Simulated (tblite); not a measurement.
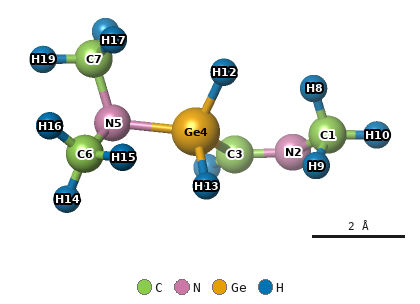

The starting structure (ball-and-stick view, seen at a tilt; atoms are numbered from 1 in the order of the input). Sticks mark near contacts. Bond lengths as drawn: C–Ge 1.92 Å, C–H 1.09 to 1.12 Å, C–N 1.27 to 1.47 Å, Ge–H 1.53 to 1.57 Å and Ge–N 1.84 Å.

Run report: C4H12GeN2, geometry relaxation (part 1 of 2)

The run: geometry relaxation of C4H12GeN2. Method and program: GFN2-xTB geometry optimisation, gas phase (tblite 0.8.0).

It belongs to a series of runs on one base structure; here: H on Ge replaced by CH=NMe.

### The program's output
```
step      E/eV     max force
  0    -608.54595    1.454
  1    -608.70376    0.968
  2    -608.82715    1.034
  3    -608.89566    0.839
  4    -608.97717    0.672
  5    -609.04411    0.797
  6    -609.09833    0.601
  7    -609.14332    0.551
  8    -609.17891    0.429
  9    -609.20323    0.310
 10    -609.22122    0.277
 11    -609.23703    0.276
 12    -609.24995    0.240
 13    -609.25823    0.203
 14    -609.26458    0.238
 15    -609.27149    0.234
 16    -609.27999    0.280
 17    -609.29176    0.430
 18    -609.30660    0.466
 19    -609.32215    0.319
 20    -609.33636    0.224
 21    -609.34922    0.291
 22    -609.36174    0.467
 23    -609.37450    0.475
 24    -609.38544    0.298
 25    -609.39380    0.241
 26    -609.40316    0.293
 27    -609.41532    0.441
 28    -609.42935    0.477
 29    -609.44459    0.360
 30    -609.45939    0.305
 31    -609.47112    0.286
 32    -609.47703    0.605
 33    -609.49213    0.430
 34    -609.50214    0.225
 35    -609.50962    0.209
 36    -609.51592    0.202
 37    -609.52438    0.262
 38    -609.53502    0.283
 39    -609.54731    0.302
 40    -609.55159    0.390
 41    -609.56716    0.235
 42    -609.57807    0.217
 43    -609.59421    0.231
 44    -609.60237    0.237
 45    -609.61114    0.210
 46    -609.61850    0.185
 47    -609.62490    0.224
 48    -609.62970    0.253
 49    -609.63360    0.170
 50    -609.63701    0.135
 51    -609.64111    0.137
 52    -609.64472    0.174
 53    -609.65003    0.182
 54    -609.65574    0.236
 55    -609.66302    0.268
 56    -609.67215    0.288
 57    -609.68361    0.259
 58    -609.69369    0.239
 59    -609.69530    0.349
 60    -609.70531    0.172
 61    -609.70908    0.121
 62    -609.71362    0.119
 63    -609.71644    0.107
 64    -609.71911    0.097
 65    -609.72131    0.096
 66    -609.72341    0.108
 67    -609.72577    0.125
 68    -609.72876    0.127
 69    -609.73152    0.111
 70    -609.73398    0.091
 71    -609.73586    0.085
 72    -609.73790    0.085
 73    -609.73940    0.076
 74    -609.74076    0.074
 75    -609.74175    0.067
 76    -609.74278    0.070
 77    -609.74404    0.083
 78    -609.74563    0.097
 79    -609.74737    0.100
 80    -609.74893    0.080
 81    -609.75003    0.068
 82    -609.75067    0.055
 83    -609.75112    0.051
 84    -609.75158    0.055
 85    -609.75228    0.072
 86    -609.75328    0.100
 87    -609.75445    0.115
 88    -609.75600    0.107
 89    -609.75770    0.091
 90    -609.75931    0.080
 91    -609.76054    0.070
 92    -609.76124    0.048
 93    -609.76159    0.058
 94    -609.76190    0.052
 95    -609.76223    0.045
 96    -609.76265    0.045
 97    -609.76298    0.043
 98    -609.76329    0.036
 99    -609.76353    0.035
100    -609.76376    0.031
101    -609.76396    0.042
102    -609.76419    0.037
103    -609.76443    0.037
104    -609.76476    0.047
105    -609.76523    0.057
106    -609.76579    0.049
107    -609.76626    0.044
108    -609.76653    0.030
109    -609.76667    0.025
110    -609.76678    0.029
111    -609.76690    0.029
112    -609.76700    0.019
113    -609.76706    0.016
114    -609.76711    0.019
115    -609.76716    0.014
116    -609.76723    0.017
117    -609.76730    0.016
118    -609.76736    0.015
119    -609.76739    0.012
120    -609.76742    0.012
121    -609.76745    0.011
122    -609.76747    0.012
123    -609.76750    0.016
124    -609.76754    0.017
125    -609.76759    0.015
126    -609.76765    0.018
127    -609.76771    0.015
128    -609.76776    0.013
129    -609.76780    0.013
130    -609.76784    0.012
131    -609.76788    0.011
132    -609.76792    0.011
133    -609.76795    0.011
134    -609.76799    0.010
135    -609.76802    0.012
136    -609.76805    0.013
137    -609.76808    0.013
138    -609.76811    0.011
139    -609.76813    0.009
```

### Trajectory as extended XYZ (Å, eV, eV/Å), 12 of the 140 frames kept, from step=0 to step=139
```
19
Properties=species:S:1:pos:R:3:forces:R:3 step=0 energy=-608.54595
C     3.1924    0.4423    0.0745   -0.8770  -0.2650  -0.0570
N     2.7105    0.1124   -1.2657    0.3230  -0.1800  -0.4360
C     1.4795   -0.1267   -1.4748    1.0290   0.4830   0.5730
Ge    0.2923    0.0126    0.0307   -0.0490  -0.4320   0.3350
N    -1.4924   -0.0525   -0.4056   -1.2280   0.7790   0.0110
C    -2.1534   -0.9589    0.5191    0.2410  -0.5290   1.3010
C    -2.1589    1.2438   -0.1930   -0.6460  -0.4940   0.6420
H     2.6700    1.3458    0.4410    0.4100  -0.2330  -0.1660
H     2.9264   -0.3734    0.7905    0.2880   0.4300  -0.4670
H     4.2720    0.6190    0.1082   -0.3060  -0.1920  -0.4220
H     1.0762   -0.3800   -2.4594    0.6690   0.1430   0.1690
H     0.5869    1.3111    0.7864   -0.2000  -0.1870   0.1990
H     0.5542   -1.2539    0.9273    0.0020   0.6350  -0.1580
H    -2.3238   -1.9577    0.0709    0.1230   0.5750   0.3020
H    -1.4579   -1.0147    1.3957   -1.0100  -0.7880  -0.1180
H    -3.0932   -0.5415    0.9413    0.4150  -0.5150  -0.5930
H    -1.9652    1.5845    0.8600   -0.0520   0.2480  -0.7650
H    -1.8644    1.9858   -0.9286    0.0500  -0.0080   0.0890
H    -3.2612    1.0416   -0.2259    0.8180   0.5300  -0.4370
19
Properties=species:S:1:pos:R:3:forces:R:3 step=13 energy=-609.25823
C     3.2764    0.4370    0.0066    0.0170   0.0100   0.0510
N     2.8050    0.1066   -1.3070   -0.0440   0.0210   0.0530
C     1.5778   -0.0539   -1.4920   -0.0900   0.0160   0.1490
Ge    0.2467    0.0332    0.0327    0.1740   0.0680  -0.0210
N    -1.5975   -0.0405   -0.2157    0.0430   0.0140  -0.0890
C    -2.2445   -1.0415    0.6229   -0.0180  -0.0410   0.1150
C    -2.2073    1.2759   -0.1609   -0.0830  -0.0350   0.0220
H     2.8096    1.3560    0.3672    0.0450   0.0470  -0.0150
H     3.0222   -0.3550    0.7166    0.0370  -0.0200  -0.0200
H     4.3536    0.5692   -0.0029    0.1120  -0.0320  -0.1660
H     1.2765   -0.3227   -2.5018   -0.1000   0.0770   0.1550
H     0.4703    1.2606    0.9284    0.0470  -0.0190  -0.0730
H     0.5776   -1.1284    0.9483    0.0160  -0.1030   0.0190
H    -2.2994   -1.9874    0.0811   -0.0270   0.0160  -0.0420
H    -1.7104   -1.2305    1.5601   -0.0250   0.0310   0.0530
H    -3.2488   -0.7274    0.8923   -0.1160   0.0240  -0.1320
H    -2.0763    1.7821    0.8058    0.0320   0.0060   0.0180
H    -1.7639    1.8989   -0.9379    0.0460   0.0100   0.0110
H    -3.2774    1.2074   -0.3511   -0.0670  -0.0900  -0.0880
19
Properties=species:S:1:pos:R:3:forces:R:3 step=25 energy=-609.39380
C     3.4375    0.4454   -0.0782    0.0390   0.0480   0.0670
N     2.7326    0.1839   -1.3002    0.0530   0.0300   0.0530
C     1.4889    0.0263   -1.3316    0.0860   0.0020  -0.1300
Ge    0.2501    0.0198    0.2143    0.0070  -0.1120   0.1340
N    -1.5747   -0.0571   -0.0958   -0.0110  -0.0210  -0.0580
C    -2.3573   -1.0647    0.6197    0.0300   0.0700  -0.0230
C    -2.2197    1.2408   -0.1943   -0.0190   0.0020   0.0020
H     3.1449    1.4055    0.3516   -0.0630   0.0760  -0.0680
H     3.2588   -0.3094    0.6929   -0.1000  -0.1020  -0.0990
H     4.5044    0.4798   -0.2977   -0.0130  -0.0410  -0.0730
H     1.0858   -0.1592   -2.3201   -0.0940  -0.0160  -0.1120
H     0.5506    1.2789    1.0063   -0.0140  -0.0220   0.2400
H     0.6043   -1.2099    1.0249   -0.0710   0.0920   0.1410
H    -2.2670   -2.0277    0.1085   -0.0250   0.1030   0.0000
H    -2.0572   -1.2159    1.6613    0.0920   0.1050   0.0230
H    -3.4059   -0.7640    0.6369    0.0480  -0.0880  -0.1370
H    -2.2422    1.7846    0.7607    0.0130   0.0220  -0.0240
H    -1.6932    1.8545   -0.9313    0.0420  -0.0780   0.1120
H    -3.2502    1.1281   -0.5352    0.0010  -0.0710  -0.0500
19
Properties=species:S:1:pos:R:3:forces:R:3 step=38 energy=-609.53502
C     3.5307    0.4520   -0.2544   -0.1130   0.0030   0.0720
N     2.6067    0.3382   -1.3374   -0.0630  -0.0220  -0.0670
C     1.3876    0.1323   -1.1519   -0.0150  -0.0420  -0.1010
Ge    0.2893   -0.0244    0.5151   -0.1410   0.1880  -0.1580
N    -1.4879   -0.0686   -0.0556    0.0030  -0.0070   0.0720
C    -2.3804   -1.0421    0.5563    0.0700  -0.0710   0.1000
C    -2.1750    1.1913   -0.2593    0.0340  -0.0410  -0.0090
H     3.4428    1.4358    0.2059    0.0050   0.1080   0.0140
H     3.3256   -0.2980    0.5131    0.0570  -0.0500   0.1310
H     4.5415    0.3409   -0.6426   -0.0130  -0.0640  -0.0170
H     0.7995    0.0425   -2.0620   -0.0930   0.0460  -0.0050
H     0.5978    1.1325    1.4585   -0.0670   0.0760   0.0230
H     0.4904   -1.2295    1.3839    0.0380  -0.2430  -0.0200
H    -2.0858   -2.0459    0.2426    0.0380   0.0400   0.1370
H    -2.3936   -0.9895    1.6516   -0.0070  -0.0560  -0.0130
H    -3.4030   -0.8625    0.2155    0.0940  -0.0800  -0.0680
H    -2.4521    1.6934    0.6813    0.0840   0.0010  -0.1060
H    -1.5468    1.8528   -0.8547    0.0290   0.0660   0.0640
H    -3.0971    0.9883   -0.8132    0.0590   0.1480  -0.0510
19
Properties=species:S:1:pos:R:3:forces:R:3 step=51 energy=-609.64111
C     3.4830    0.4337   -0.3322    0.0440   0.0140  -0.0260
N     2.4734    0.3767   -1.3424    0.0940   0.0520   0.0280
C     1.2640    0.2317   -1.0698    0.0670   0.0280  -0.0620
Ge    0.2770   -0.0123    0.6410   -0.0130  -0.1250   0.0040
N    -1.4448   -0.0724    0.0009   -0.0510  -0.0160   0.0660
C    -2.3407   -1.0585    0.5672   -0.1360  -0.0140   0.0000
C    -2.0779    1.1939   -0.2971    0.0030   0.0210  -0.0360
H     3.5415    1.4531    0.0566    0.0300   0.0060  -0.0440
H     3.2878   -0.2387    0.5138   -0.0770   0.0080  -0.0420
H     4.4395    0.1884   -0.8006   -0.0920  -0.0180   0.0920
H     0.5901    0.2138   -1.9255   -0.0030   0.0060   0.0250
H     0.4828    1.0662    1.7001    0.0700   0.0050   0.0060
H     0.4577   -1.3393    1.3486    0.0850   0.0460  -0.0550
H    -1.8431   -2.0287    0.5346   -0.0350   0.0210   0.0480
H    -2.6279   -0.8504    1.6068   -0.0460   0.0470  -0.0510
H    -3.2548   -1.1203   -0.0315    0.0730   0.0250   0.0050
H    -2.5162    1.6829    0.5856    0.0530  -0.0500  -0.0260
H    -1.3282    1.8628   -0.7277   -0.0480  -0.0020   0.0490
H    -2.8728    1.0570   -1.0360   -0.0190  -0.0560   0.0200
19
Properties=species:S:1:pos:R:3:forces:R:3 step=63 energy=-609.71644
C     3.4372    0.4595   -0.3301   -0.0160   0.0350   0.0350
N     2.4607    0.4887   -1.3688   -0.0090  -0.0150   0.0100
C     1.2498    0.3137   -1.1100    0.0280   0.0160  -0.0420
Ge    0.3228   -0.0618    0.6218   -0.0160  -0.0430  -0.0970
N    -1.4257   -0.1069    0.0826    0.0250  -0.0550   0.0220
C    -2.3919   -1.0464    0.6031    0.0210  -0.0200   0.0300
C    -2.0294    1.1546   -0.2812   -0.0160  -0.0250  -0.0320
H     3.6528    1.4858   -0.0222    0.0270  -0.0420  -0.0310
H     3.0862   -0.1104    0.5428    0.0340   0.0560   0.0520
H     4.3559    0.0214   -0.7209   -0.0520   0.0000  -0.0120
H     0.5763    0.3314   -1.9666    0.0150   0.0590   0.0610
H     0.5693    0.9696    1.7238    0.0640  -0.0260   0.0000
H     0.6407   -1.4209    1.1993   -0.0770  -0.0170   0.0240
H    -1.8937   -1.9934    0.8180   -0.0300   0.0830   0.0010
H    -2.8872   -0.6923    1.5193    0.0330  -0.0090  -0.0590
H    -3.1642   -1.2203   -0.1536    0.0040  -0.0280   0.0460
H    -2.5307    1.6398    0.5650    0.0160   0.0330   0.0500
H    -1.2647    1.8291   -0.6656    0.0290   0.0220   0.0080
H    -2.7738    0.9985   -1.0642   -0.0790  -0.0220  -0.0670
19
Properties=species:S:1:pos:R:3:forces:R:3 step=76 energy=-609.74278
C     3.4310    0.4844   -0.3267    0.0090  -0.0150  -0.0110
N     2.4449    0.5702   -1.3489    0.0350   0.0360  -0.0030
C     1.2363    0.3689   -1.1034    0.0240  -0.0060  -0.0090
Ge    0.3204   -0.1216    0.5998    0.0130  -0.0050   0.0440
N    -1.4329   -0.1271    0.0860    0.0040   0.0410   0.0420
C    -2.4075   -1.0464    0.6257    0.0390   0.0120   0.0270
C    -2.0181    1.1371   -0.3013   -0.0050  -0.0050   0.0140
H     3.7801    1.4960   -0.1148    0.0400  -0.0090   0.0210
H     3.0529    0.0211    0.5969   -0.0340   0.0320   0.0160
H     4.2754   -0.0901   -0.7052    0.0140  -0.0070  -0.0350
H     0.5629    0.4720   -1.9513   -0.0230  -0.0300   0.0010
H     0.6654    0.8582    1.7309   -0.0610  -0.0280   0.0190
H     0.5744   -1.5075    1.1484   -0.0070  -0.0010  -0.0440
H    -1.8953   -1.9441    0.9655   -0.0050  -0.0390   0.0070
H    -2.9709   -0.6260    1.4703    0.0350   0.0130  -0.0370
H    -3.1215   -1.3269   -0.1544   -0.0280   0.0210   0.0090
H    -2.5256    1.6317    0.5389   -0.0010  -0.0140  -0.0390
H    -1.2336    1.8038   -0.6619   -0.0280  -0.0020  -0.0320
H    -2.7481    0.9859   -1.1020   -0.0210   0.0050   0.0120
```
